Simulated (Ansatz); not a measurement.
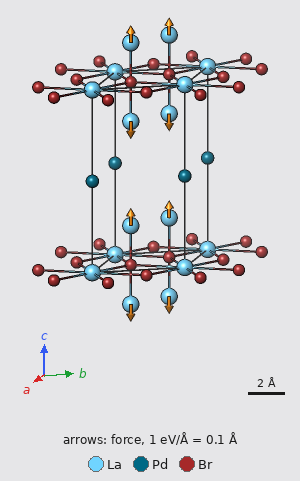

Starting geometry of crystalline La5PdBr2 (a generated structure, set up in P6/mmm) (coarse preliminary run) with the computed forces as orange arrows. A ball-and-stick model of the cell of the calculation, seen slightly off an axis.

All numbers below come from DFT PBE, scalar-relativistic, plane waves, PAW (Ansatz).

Input file:
```yaml
crystal:
  lattice:
    - [5.47885723, 0.0, 0.0]
    - [-2.73942862, 4.74482955, 0.0]
    - [0.0, 0.0, 10.58923607]
  atoms:
    - { symbol: La, position: [0.33333333, 0.66666667, 0.21491812] }
    - { symbol: La, position: [0.66666667, 0.33333333, 0.21491812] }
    - { symbol: La, position: [0.66666667, 0.33333333, 0.78508188] }
    - { symbol: La, position: [0.33333333, 0.66666667, 0.78508188] }
    - { symbol: La, position: [0.0, 0.0, 0.0] }
    - { symbol: Pd, position: [0.0, 0.0, 0.5] }
    - { symbol: Br, position: [0.33333333, 0.66666667, 0.0] }
    - { symbol: Br, position: [0.66666667, 0.33333333, 0.0] }
basis:
  ecutwfc: 420
kpoints:
  mp_grid: { grid: [6, 6, 2] }
hamiltonian:
  xc: pbe
scf:
  occupations: { method: gaussian, width: 0.1 }
  lower_state_search: "off"
output:
  forces: true
  stress: true
  eigenvalues: true
relax:
  adjacent_minimum: "off"
  f_tol: 0.04
  max_steps: 70
  cell: { stress_tol: 0.4 }
```

Launched with:
```bash
ansatz run input.yaml --threads 1 --pin off --max-ram 2560MiB --backend cpu --events-out ev --progress --plain --runs-dir out
```

Is this structure relaxed? If not, where do the atoms go?

It isn't relaxed: the largest force vector, on La atoms, is 10.34 eV/Å. The atoms end up moving mostly along the starting forces (cosine between the two patterns 1.00). After 8 accepted moves (10 points after the start) the energy has fallen by 12.833 eV per cell of the calculation. The largest force component goes from 10 to 0.019 eV/Å. The pressure goes from 18.16 to 0.00 GPa. The line search rejected the trial step at point 8 of the run. The SCF was repeated once at an unchanged geometry on a basis and grid sized afresh for the cell, which shifted the energy by 3.0 meV per cell of the calculation at most. The largest moves relative to the cell, 1.12 Å, are those of La1, La2, La3 and La4. La2 goes along +c. Pd and Br stay in place. Cell: a = b 5.479 → 5.465 Å (−0.2 %), c 10.589 → 8.917 Å (−15.8 %). Volume −16.2 %. Among the contacts that change: La1–La4 6.038 → 2.844 Å, La1–Br7 2.276 → 3.036 Å, La1–La2 3.163 → 3.155 Å, La5–Br7 3.163 → 3.155 Å. The space group stays P6/mmm (No. 191).
